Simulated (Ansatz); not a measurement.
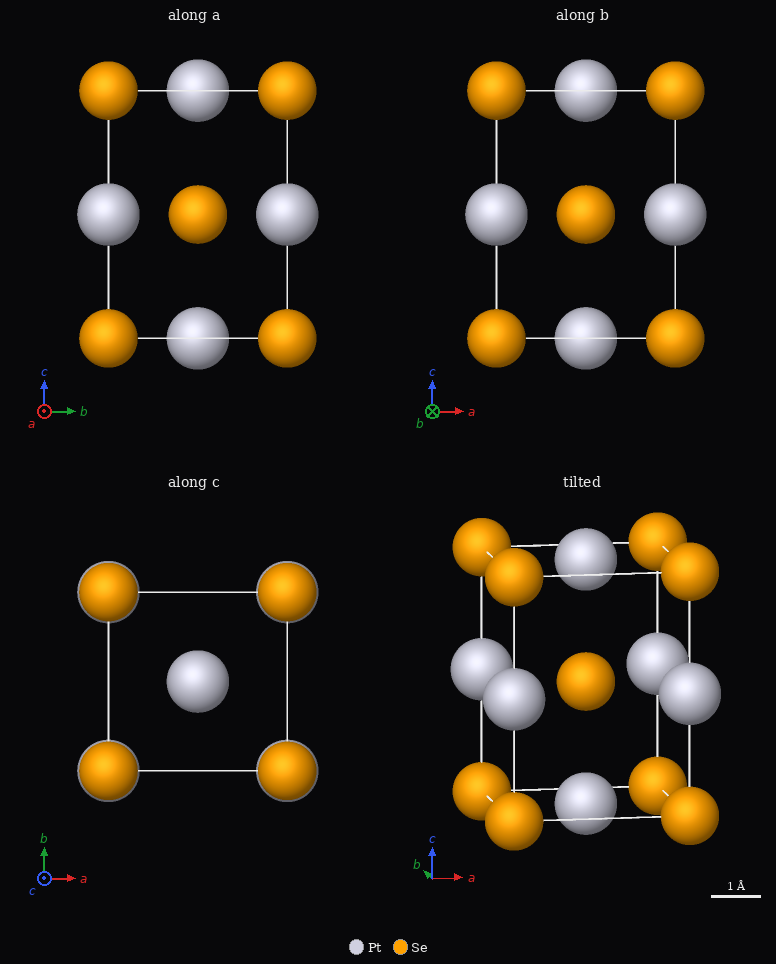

Crystal structure, spheres-only style, seen along the a axis, along the b axis, along the c axis and slightly off an axis. Atoms at the boundary of the conventional unit cell (the box) are drawn once for each face, edge or corner they touch.

Lattice parameters: a = 3.685 Å, b = 3.685 Å, c = 5.108 Å, α = 90.00°, β = 90.00°, γ = 90.00°. Put a along x and b in the xy plane.

> Set out the cell and atoms as a POSCAR file.

```
Pt Se
1.0
     3.685    0.000    0.000
     0.000    3.685    0.000
     0.000    0.000    5.108
Pt Se
2 2
Direct
  0.0000 0.0000 0.5000
  0.5000 0.5000 0.0000
  0.0000 0.0000 0.0000
  0.5000 0.5000 0.5000
```

Source of the structure: a structure type filled with these elements by a generator (whether the compound takes this form wasn't checked). The cell was then strained or its atoms displaced on purpose. Ansatz was used for an electronic-structure calculation on it.
